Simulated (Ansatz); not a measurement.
```xyz
7

Cl    0.3668    1.1629   -1.6414
Cl   -0.1938    1.7819    1.6267
Cl   -2.5871    0.5913   -0.2984
N     0.0473   -1.0127    0.4556
Si   -0.5633    0.5168    0.0622
H     0.1955   -1.7148   -0.2598
H    -0.0923   -1.4094    1.3774
```

Geometry: PBE0-D4/def2-SVP.

Level of theory: isolated molecule in a Gaussian basis; Kohn-Sham density functional theory, functional PBE0 (Ansatz 0.2.0).

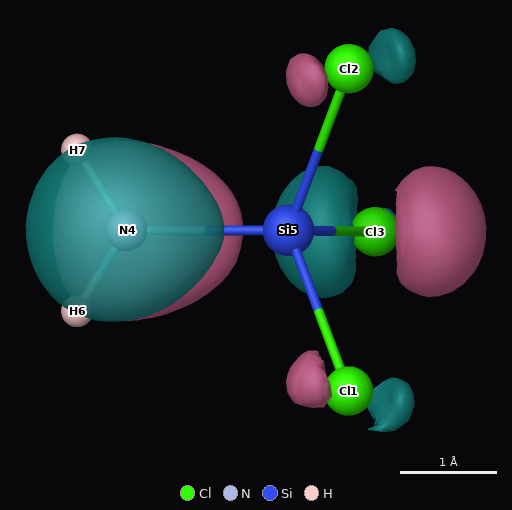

Cl$_{3}$H$_{2}$NSi (SMILES N[Si](Cl)(Cl)Cl). One frontier orbital at ±0.15 Å⁻³ᐟ² (teal and pink are the two phases), seen at a tilt.

Which orbital is it: HOMO or LUMO?

The HOMO, at −8.40 eV. By Hirshfeld shares it lies mainly on N4 (about 60 %) and Cl3 (about 15 %).
